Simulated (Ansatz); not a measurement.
# Sn2Os (built on the sites of a database entry of FeSi2): phonons and vibrational spectra, part 2 of 2

How does Sn2Os (built on the sites of a database entry of FeSi2) vibrate, and is this structure a minimum?

Ansatz 0.2.0; DFT PBEsol, scalar-relativistic, plane waves, PAW.

So far. Step 4 (Tight relaxation): The largest force component left is 0.24 meV/Å and the pressure is -0.003 GPa, within the tolerances set. The cell now holds 20.61 Å³/atom. Step 5 (Linear response at the zone centre): Before it was imposed, the acoustic sum rule was missed by 4.3e-5 eV/Å². Small misses are needed for a sound result but don't prove that mesh and cutoff are converged. The lowest optical mode is real, 87.6 cm⁻¹. The relaxed cell has a = 3.173, c = 6.142 Å (conventional setting).

The structure was built from a prototype and need not be the compound's stable phase.

**6. Response at finite wavevector**

Stability and thermal properties need the whole zone. Linear response on a 4×4×2 q mesh gives force constants as far as a supercell of that size would.

Input file input.yaml:

```yaml
crystal:
  lattice:
    - [3.1727012468, 0.0, 0.0]
    - [0.0, 3.1727012468, 0.0]
    - [0.0, 0.0, 6.1424740199]
  atoms:
    - { symbol: Os, position: [0.0, 0.0, 0.0] }
    - { symbol: Sn, position: [0.5, 0.5, 0.2674884508] }
    - { symbol: Sn, position: [0.5, 0.5, 0.7325115492] }
kpoints:
  mp_grid: { grid: [16, 16, 8] }
hamiltonian:
  xc: pbesol
scf:
  occupations: { method: methfessel_paxton, width: 0.2 }
output:
  eigenvalues: true
phonons:
  method: dfpt
  qmesh: [4, 4, 2]
  temperatures: { t_max: 1000, t_step: 50 }
  qpath:
    path:
      - [[0.0, 0.0, 0.0], [0.0, 0.5, 0.0], [0.5, 0.5, 0.0], [0.0, 0.0, 0.0], [0.0, 0.0, 0.5], [0.0, 0.5, 0.5], [0.5, 0.5, 0.5], [0.0, 0.0, 0.5]]
      - [[0.0, 0.5, 0.0], [0.0, 0.5, 0.5]]
      - [[0.5, 0.5, 0.0], [0.5, 0.5, 0.5]]
    npoints: 10
```

Started as:

```console
> ansatz run input.yaml --threads 8 --pin off --max-ram 14336MiB --backend cpu --events-out ev --progress --plain --runs-dir out
```

Numbers of over 12 decimals in the logs are rounded to 6 here.

Log:

```text
Warning: phonons: the dynamical matrix that this run interpolates holds no multipole term above the dipole-dipole one, and a site of this crystal is no centre of inversion, so its interpolated transverse optical and acoustic branches and sound speeds can stay off near Gamma, and the density of states and the thermodynamics with them. What a run solves at a wave vector of phonons.qpoints, Gamma apart, where the deck admits one, is free of this, and under fd what a larger phonons.supercell samples
[...]
Crystal: 3 atoms, lattice volume = 61.830 Å³
Basis set: ecut = 420 eV, 1221 PW (Γ), exchange–correlation on 48×48×90 points (8 copies of the dense FFT grid, shifted against one another)
Bands: 27, of which v1, the nominal top of the filled ones, is band 22 counted from 1 (21 counted from 0)
Symmetry: 16 space group operations
k-points: 225 of 2048
[...]
SCF iter   1: F=—  HF=-23149.985410 eV  |F-HF|=—  |Δ(HF+E_count)|=         —  Δρ=5.79e-3  dr2=2.01e-2  ethr=1.77e-3  ⟨swp⟩=5.4  Hψ=25367  notcnv=0
[...]
SCF iter  10: F=-23149.981827 eV  HF=-23149.981827 eV  |F-HF|=3.64e-12  |Δ(HF+E_count)|=  1.09e-11  S|Δr|=    0.00e0  Δρ=4.80e-8  dr2=2.75e-12  ethr=1.00e-12  ⟨swp⟩=6.8  Hψ=27124  notcnv=0
SCF 1 converged in 10 iterations: F = -23149.981827 eV  dr2 = 2.75e-12
[...]
SCF iter   1: F=—  HF=-23149.981826 eV  |F-HF|=—  |Δ(HF+E_count)|=         —  Δρ=1.17e-7  dr2=1.07e-11  ethr=8.48e-9  ⟨swp⟩=4.0  Hψ=45040  notcnv=0
eigensolver tolerance schedule: the retry pair's looser diagonalisation over-reported the residual by 349157.48 of it (diagonalisation noise at 21.17 of the residual, at the tolerance the schedule requests for it); recorded, not acted on — ethr = c·dr2/N_el stays at c = 1.0e-1
[...]
SCF iter   2: F=-23149.981827 eV  HF=-23149.981827 eV  |F-HF|=0.00e0  |Δ(HF+E_count)|=   9.38e-8  S|Δr|=    0.00e0  Δρ=8.29e-8  dr2=4.98e-12  ethr=1.00e-12  ⟨swp⟩=3.8  Hψ=28374  notcnv=0
SCF 2 converged in 2 iterations: F = -23149.981827 eV  dr2 = 4.98e-12
phonons: the bands overlap, so this run is a metal and interpolates without the dipole-dipole term. If the crystal is really an insulator or semiconductor, its LO-TO splitting is missing
NSCF: frozen V_eff on 225 k-points
[...]
DFPT response loops at q = (0, 0, 0) (fractional): preconditioner auto → Kerker (q_TF=auto, 2.578 Å⁻¹) (partly filled bands, converged f_vac=0.006); β = 1.00, the filter's whole step (`scf.mixing.beta` (0.50) is not read by the response loops under this deck's `scf.mixing.preconditioner`; to damp them name `kerker` or `kerker_dos`, under which they read `scf.mixing.beta`, and type it under 1.00, their step now; both keys bind the ground state too); Broyden in place of MSR1
[...]
SCF converged after 10 iterations
[...]
Free energy (F): -23149.981827 eV
[...]
Internal energy: -23149.985735 eV  (E = F + TS)
E sigma→0 (E₀):  -23149.982804 eV
Entropy (-TS):   0.003908 eV (1.303 meV/atom)
Fermi energy:    15.774528 eV
[...]
--- Band table (eV; the first three rows and the last of 225) ---
  k-point 0: bands = [... 18 lower, 13.8347, 13.8347, 14.0305, 15.0253, 18.8362, 18.8362, 19.9404, 23.8907, ... 1 higher]
  k-point 1: bands = [... 18 lower, 13.8229, 13.8229, 14.0141, 15.0253, 18.9420, 18.9420, 19.4510, 23.6333, ... 1 higher]
  k-point 2: bands = [... 18 lower, 13.7951, 13.7951, 13.9541, 15.0255, 18.4470, 19.2367, 19.2367, 22.8475, ... 1 higher]
  k-point 224: bands = [... 18 lower, 13.0318, 13.0318, 13.7834, 16.3028, 16.8871, 16.8871, 16.9036, 17.9062, ... 1 higher]
--- Phonons (Γ-DFPT): 4 representative perturbations + reference (Σ response iterations 12) ---
  ASR residual: 4.185e-5 → 0.000e0 eV/Å²; symmetrization residual: 3.173e-5 eV/Å²
  ASR residual per site (eV/Å²): 1.61e-5 4.18e-5 4.18e-5
  Γ frequencies (cm⁻¹): 0.00 0.00 0.00 87.59 87.59 115.35 115.35 156.04 220.85
--- Phonons (arbitrary-q DFPT): 12 irreducible q on the 4×4×2 mesh ---
  q = [0.0000, 0.0000, 0.0000] (star 1, of the zone-centre solve; hermiticity 4.88e-6, symmetrization 3.31e-12): -0.00 0.00 0.00 87.59 87.59 115.35 115.35 156.04 220.85
  q = [0.0000, 0.0000, -0.5000] (star 1, 4 solved perturbations in 1260 linear systems a pass and spin channel, the states on 405 of 2048 k-point pairs; hermiticity 3.50e-6, symmetrization 1.55e-12): 23.14 23.14 76.89 90.43 90.43 118.21 118.21 168.53 201.84
  q = [0.0000, 0.2500, 0.0000] (star 4, 6 solved perturbations on 720 of 2048 k-point pairs; hermiticity 3.35e-6, symmetrization 2.14e-13): 46.76 52.33 80.82 91.11 113.10 126.42 144.32 160.50 215.25
[...]
sum rule: each row above includes the acoustic sum rule's correction from the zone centre's row sums; it moved no ω² by more than (0.31 cm⁻¹)²
  mesh force constants: q→R imaginary residual 4.51e-18; ASR residual 4.185e-5 → 0.000e0 eV/Å²; symmetrization residual 1.776e-15 eV/Å²
  interpolated dispersion: 93 rows × 9 modes
  density of states and harmonic sums: on the 20×20×10 q-mesh, interpolated from the force constants of a 4×4×2 supercell (no non-analytic term)
  largest difference from the sums on the solved wave vectors: F 2.36e-2 eV, S 3.16e-5 and C_V 8.01e-6 eV/K
  zero-point energy: 0.069850 eV/cell   skipped modes (ω ≤ 0): 3   left out of the sums: 8.33e-5 of the cell's modes: C_V's classical limit lies that fraction below 3 k_B per atom; for a crystal, a wire or a layer, F and S can be off by more, and a phonons.interpolated_qmesh denser along its periods is the remedy for the sampling
```

It took 8.8 min on 8 threads of Intel Xeon Platinum 8488C (Sapphire Rapids), shared host; peak memory 5.2 GiB.

Numbers from this step:

```yaml
sum_rule_residual_before_enforcement: 4.18e-5 eV/Å²
lowest_frequency_on_the_path: 0 cm⁻¹
highest_frequency_on_the_path_or_at_a_solved_wavevector: 220.9 cm⁻¹
mean_frequency: 125.2 cm⁻¹
debye_temperature_second_moment: 247 K
logarithmic_mean_frequency: 115.9 cm⁻¹
lowest_mode_on_the_q_mesh_acoustic_modes_at_gamma_apart: 23.14 cm⁻¹
zero_point_energy_per_atom: 23.28 meV
heat_capacity_at_300_k: 24.12 J/(mol atoms K)
vibrational_entropy_at_300_k: 40.01 J/(mol atoms K)
```

Frequencies (cm⁻¹) solved at each irreducible wavevector; negative means imaginary. Frequencies by wavevector, by row:

```csv
q in reciprocal lattice units,star,mode 1,mode 2,mode 3,mode 4,mode 5,mode 6,mode 7,mode 8,mode 9
0 0 0,1,0,0,0,87.6,87.6,115.3,115.3,156,220.8
0 0 -0.5,1,23.1,23.1,76.9,90.4,90.4,118.2,118.2,168.5,201.8
0 0.25 0,4,46.8,52.3,80.8,91.1,113.1,126.4,144.3,160.5,215.2
0 0.25 -0.5,4,52.4,68.3,80.5,82.5,112.3,141.4,154.1,164.6,194.4
0 -0.5 0,2,72.6,73.8,90.6,91.1,111.7,113.8,168,187.5,217.7
0 -0.5 -0.5,2,73.9,74.2,88.3,88.4,99.6,168,174.3,182.6,188.5
0.25 0.25 0,4,59.2,85,111.5,113.6,125.4,139.8,144.3,149.4,210.5
0.25 0.25 -0.5,4,59.5,78.1,101.4,128.4,134.4,145.7,149,159.5,188.6
0.25 -0.5 0,4,71.9,101.8,104.3,121.4,122.4,150.8,158.1,172.9,212.3
0.25 -0.5 -0.5,4,62.8,95.2,118.5,121.7,128.5,163.2,168.2,173.6,185.4
-0.5 -0.5 0,1,81.5,103.3,117.9,117.9,146.4,146.4,177.6,177.6,207
-0.5 -0.5 -0.5,1,55.4,115.5,115.5,141.3,152.9,152.9,174.7,174.7,185.8
```

Interpolated from a 4×4×2 q mesh. Phonon branches along the path, in cm⁻¹:

```
    point  branch 1  branch 2  branch 3  branch 4  branch 5  branch 6  branch 7  branch 8  branch 9
        Γ         0         0         0        88        88       115       115       156       221
        X        73        74        91        91       112       114       168       188       218
        M        82       103       118       118       146       146       178       178       207
        Γ         0         0         0        88        88       115       115       156       221
        Z        23        23        77        90        90       118       118       168       202
        R        74        74        88        88       100       168       174       183       188
        A        55       116       116       141       153       153       175       175       186
        Z        23        23        77        90        90       118       118       168       202
jump to X        73        74        91        91       112       114       168       188       218
        R        74        74        88        88       100       168       174       183       188
jump to M        82       103       118       118       146       146       178       178       207
        A        55       116       116       141       153       153       175       175       186
```

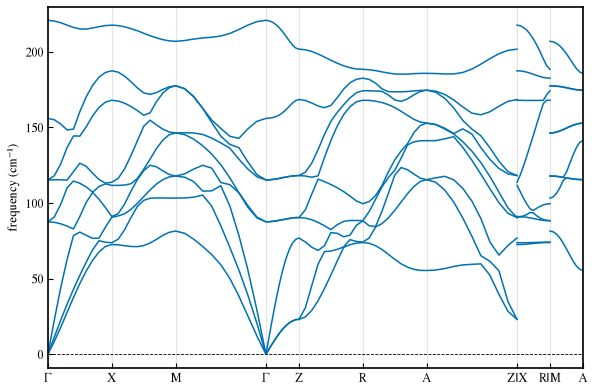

Phonon branches along the path.

The phonon density of states has structure finer than the step of the table below, so its rows give means over 10 cm⁻¹, whole bins alone (the curve runs from 1 to 221 cm⁻¹). Peaks (cm⁻¹: height): 69.0: 0.0707, 117.0: 0.0931, 159.0: 0.0775, 209.0: 0.0483.

Tetrahedra on a 20×20×10 mesh, mean over bins of 2 cm-1. Interpolated from a 4×4×2 q mesh. Table of phonon density of states by wavenumber; means over each step:

```
wavenumber (cm⁻¹)  phonon density of states (1/cm⁻¹/cell)
               10                                  4.8e-4
               20                                 0.00262
               30                                 0.00697
               40                                  0.0105
               50                                  0.0172
               60                                  0.0517
               70                                  0.0610
               80                                  0.0430
               90                                  0.0609
              100                                  0.0642
              110                                  0.0695
              120                                  0.0784
              130                                  0.0547
              140                                  0.0506
              150                                  0.0722
              160                                  0.0748
              170                                  0.0605
              180                                  0.0198
              190                                  0.0214
              200                                  0.0305
              210                                  0.0421
```

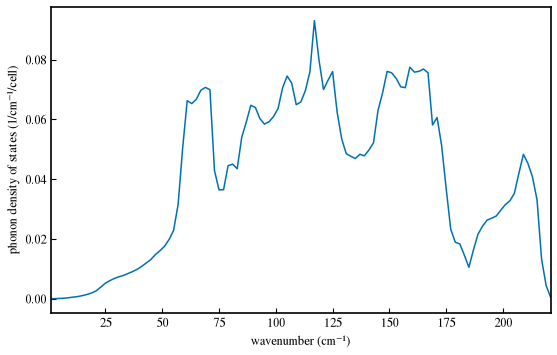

Phonon density of states, plotted against wavenumber.

The partial phonon density of states has structure finer than the step of the table below, so its rows give means over 20 cm⁻¹, whole bins alone (the curve runs from -10 to 238 cm⁻¹). Peaks (cm⁻¹: height): Os 69.4: 0.0526, 119.2: 0.0344, 142.5: 0.0175; Sn 88.1: 0.0482, 117.6: 0.0486, 156.5: 0.0622, 209.5: 0.0412.

Phonopy on the run's constants, 17x17x9 mesh, Gaussian sigma 2.0 cm-1. Interpolated from a 4×4×2 q mesh. The partial phonon density of states by wavenumber; means over each step; values in 1/cm⁻¹/cell:

```
wavenumber (cm⁻¹)       Os       Sn
                0   7.4e-5   9.2e-5
               20  0.00146  0.00165
               40  0.00541  0.00520
               60   0.0338   0.0137
               80   0.0211   0.0300
              100   0.0231   0.0407
              120   0.0276   0.0442
              140   0.0134   0.0419
              160   0.0152   0.0573
              180  0.00452   0.0243
              200  0.00291   0.0280
              220  0.00138   0.0128
```

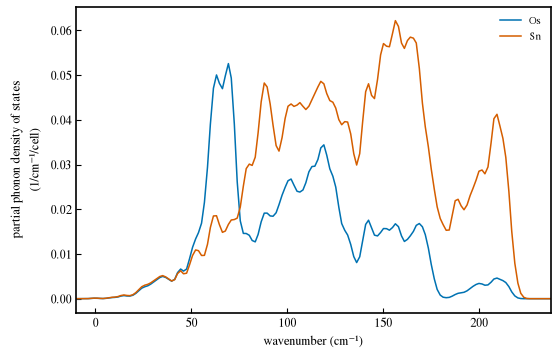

Partial phonon density of states against wavenumber.

Harmonic thermodynamic functions per atom, from the density of states. Interpolated from a 4×4×2 q mesh. Thermodynamic functions, by row:

```csv
T (K),F_vib (meV/atom),S (J/mol-atom/K),C_V (J/mol-atom/K)
0,23.28,0,0
50,22.46,5.266,10.31
100,17.01,15.58,18.92
200,-7.45,30.41,23.15
300,-44.25,40.01,24.12
400,-89.51,47.01,24.47
500,-141.2,52.49,24.64
600,-198,56.99,24.73
700,-259.1,60.8,24.79
800,-323.8,64.12,24.82
900,-391.8,67.04,24.85
1000,-462.7,69.66,24.86
```

Harmonic mean-square displacement, third of the trace. Interpolated from a 4×4×2 q mesh. Mean square displacements, by row:

```csv
T (K),Os1 U_eq (Å²),Sn2 U_eq (Å²),Sn3 U_eq (Å²)
0,0.00102,0.00122,0.00122
100,0.00227,0.00224,0.00224
300,0.00627,0.00588,0.00588
600,0.01244,0.0116,0.0116
```

Symmetry leaves 12 wavevectors to solve. The lowest mode among them, the acoustic zeros apart, lies at q = (0, 0, -0.5) and is real, 23.1 cm⁻¹.

**7. Isotope substitution**

An isotope changes the mass and not the force constants, so no new electronic calculation is needed; the shifts show which modes move this element.

The same force constants with the mass of Sn changed from 118.710 to 123.905 u (phonopy, no LO-TO term). Both lists are sorted by frequency; levels can cross, so a row need not hold one and the same mode. Modes under 3 cm⁻¹ are left out. Isotope shifts, by row:

| q | rank | natural mass (cm⁻¹) | changed mass (cm⁻¹) |
| --- | --- | --- | --- |
| 0 0 0 | 4 | 87.59 | 85.74 |
| 0 0 0 | 5 | 87.59 | 85.74 |
| 0 0 0 | 6 | 115.3 | 114.3 |
| 0 0 0 | 7 | 115.3 | 114.3 |
| 0 0 0 | 8 | 156 | 154.6 |
| 0 0 0 | 9 | 220.8 | 216.2 |
| 0 0 -0.5 | 1 | 23.14 | 22.88 |
| 0 0 -0.5 | 2 | 23.14 | 22.88 |
| 0 0 -0.5 | 3 | 76.89 | 76.56 |
| 0 0 -0.5 | 4 | 90.43 | 88.52 |
| 0 0 -0.5 | 5 | 90.43 | 88.52 |
| 0 0 -0.5 | 6 | 118.2 | 117 |
| 0 0 -0.5 | 7 | 118.2 | 117 |
| 0 0 -0.5 | 8 | 168.5 | 165 |
| 0 0 -0.5 | 9 | 201.8 | 198.4 |
| 0 0.25 0 | 1 | 46.76 | 46.31 |
| 0 0.25 0 | 2 | 52.33 | 51.73 |
| 0 0.25 0 | 3 | 80.82 | 79.11 |
| 0 0.25 0 | 4 | 91.11 | 90.58 |
| 0 0.25 0 | 5 | 113.1 | 112 |
| 0 0.25 0 | 6 | 126.4 | 124 |
| 0 0.25 0 | 7 | 144.3 | 142.3 |
| 0 0.25 0 | 8 | 160.5 | 157.8 |
| 0 0.25 0 | 9 | 215.2 | 211 |
| 0 0.25 -0.5 | 1 | 52.44 | 51.84 |
| 0 0.25 -0.5 | 2 | 68.26 | 67.89 |
| 0 0.25 -0.5 | 3 | 80.49 | 79.81 |
| 0 0.25 -0.5 | 4 | 82.54 | 80.79 |
| 0 0.25 -0.5 | 5 | 112.3 | 111.2 |
| 0 0.25 -0.5 | 6 | 141.4 | 138.9 |
| 0 0.25 -0.5 | 7 | 154.1 | 152.1 |
| 0 0.25 -0.5 | 8 | 164.6 | 161.2 |
| 0 0.25 -0.5 | 9 | 194.4 | 190.8 |

A mode of this element alone would shift by -2.12 %. The highest zone-centre frequency without the field goes from 220.8 to 216.2 cm⁻¹ (-2.1 %). The product of the frequency ratios over all optical modes at Γ is 0.912; the product rule, (m/m′)^(3k/2) (M′/M)^(3/2) with k = 2 such atoms and M the mass of the cell, gives 0.912.

**8. Outcome**

```yaml
space_group_after_relaxation_within_0p01_a: P4/mmm
volume_per_atom: 20.6 Å³
electronic_character: no gap on this mesh
highest_optical_mode_at_the_zone_centre_no_lo_to_term: 221 cm⁻¹
lowest_optical_zone_centre_mode: 87.6 cm⁻¹
lowest_mode_on_the_q_mesh_acoustic_modes_at_gamma_apart: 23.1 cm⁻¹
highest_frequency_on_the_path_or_at_a_solved_wavevector: 221 cm⁻¹
zero_point_energy_per_atom: 23.3 meV
heat_capacity_at_300_k: 24.1 J/(mol atoms K)
vibrational_entropy_at_300_k: 40.0 J/(mol atoms K)
debye_temperature_second_moment: 247 K
imaginary_modes_on_the_4x4x2_q_mesh: none
```

What this shows: The structure is a minimum as far as tested: no mode is imaginary at the 12 irreducible wavevectors of the 4×4×2 mesh, and the softest away from the acoustic zeros lies at 23 cm⁻¹. The optical modes at Γ span 88 to 221 cm⁻¹. The highest mode in this list at Γ, 220.8 cm⁻¹, is mostly motion of Sn (100 % of the kinetic energy). With no gap, or one that is small against the smearing, the frequencies hang on the k mesh and the smearing, most of all near Kohn anomalies. Spin-orbit coupling is left out, which can matter for the heavy elements here. The starting cell was built on a prototype and not taken from a measurement, so the phase need not exist. These are harmonic frequencies at zero temperature: anharmonic shifts, linewidths and thermal expansion are left out.

[Logs are printed without paths, hosts, clocks, repeated set-up lines and the standing remarks that a program may print on its own settings, such as how far it seeks lower states.]

[Hosts, paths, dates, database ids (printed as entryN), source tags and the programs' standing remarks are cut or masked in the printed files.]
